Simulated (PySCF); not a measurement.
Si(H)(Vi)(OMe)(NH2), SMILES C=C[SiH](N)OC (C3H9NOSi) at its GFN2-xTB optimised geometry (Å):

```
15

Si    -0.5092    -0.0460     0.0000
N     -1.0322    -0.7826     1.4615
C     -1.2039    -1.0233    -1.4549
C     -2.3738    -1.6415    -1.4602
O      1.1260    -0.0460     0.0000
C      1.9999     0.5450    -0.9112
H     -1.0070     1.3354     0.0000
H     -0.5957    -0.4959     2.3219
H     -1.1842    -1.7772     1.4712
H     -0.6006    -1.0753    -2.3554
H     -3.0186    -1.6191    -0.5973
H     -2.7418    -2.1928    -2.3131
H      1.8935     0.0999    -1.9039
H      3.0186     0.3838    -0.5555
H      1.8127     1.6191    -0.9901
```

Computed with CAM-B3LYP/def2-TZVP run with PySCF. Cells within 0.4 Å of a nucleus heavier than hydrogen are left out (blank, or x).

Map of the HOMO amplitude (bohr^(-3/2)) on the plane z = 0.0 Å; orbital energy -8.85 eV, overall sign arbitrary:

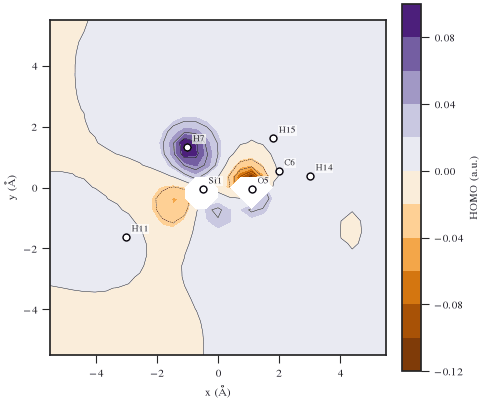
Figure: HOMO amplitude (bohr^(-3/2)) on the plane z = 0.0 Å.
